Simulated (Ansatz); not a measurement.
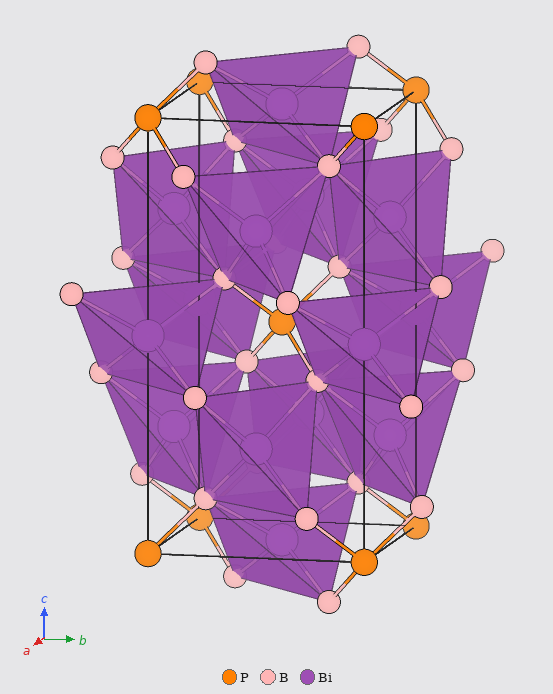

A polyhedral rendering, viewed slightly off an axis. The conventional unit cell is drawn as a box. Some atoms of the next cells are drawn as well.

Bi$_{3}$B$_{4}$P, space group I-42m (No. 121), a = 5.243 Å, b = 5.243 Å, c = 10.424 Å, α = 90.00°, β = 90.00°, γ = 90.00°. The structure comes from a structure type filled with these elements by a generator (whether the compound takes this form wasn't checked). Earlier steps of the study, as a rule a relaxation of our own, may have changed the cell and positions, so they can lie some per cent off the listed ones. It was the input of a calculation with Ansatz.

This one geometry was computed with Ansatz (DFT, plane waves, PAW) at five levels of theory: r2SCAN, PBE, HSE06, PBE with spin-orbit coupling and PBE0. It was relaxed beforehand with r2SCAN.

Q: Which level gives the highest pressure at this volume, and what does that say about its equilibrium volume?

A: Highest: PBE (1.3 GPa) and PBE with spin-orbit coupling (1.1 GPa), which points to the largest equilibrium volume. Lowest, with the smallest volume: HSE06 (-1.8 GPa) and PBE0 (-2.0 GPa). Levels within 0.5 GPa of each other can't be told apart.

Q: How does the band gap change with the level of theory?

A: PBE with spin-orbit coupling: a gap of 0.30 eV, indirect; PBE: a gap of 0.47 eV, indirect; r2SCAN: a gap of 0.61 eV, indirect; HSE06: a gap of 0.98 eV, indirect; PBE0: a gap of 1.61 eV, indirect.

Q: Collect the results in a table.

A:
| level | cutoff (eV) | k-mesh of the run's cell | gap (eV) | pressure (GPa) |
| --- | --- | --- | --- | --- |
| r2SCAN | 500 | 8×8×8 | 0.61 | 0.0 |
| PBE | 420 | 8×8×8 | 0.47 | 1.3 |
| HSE06 | 420 | 4×4×4 | 0.98 | -1.8 |
| PBE with spin-orbit coupling | 420 | 8×8×8 | 0.30 | 1.1 |
| PBE0 | 420 | 4×4×4 | 1.61 | -2.0 |

Gaps are taken on the k-mesh or band path of each run.
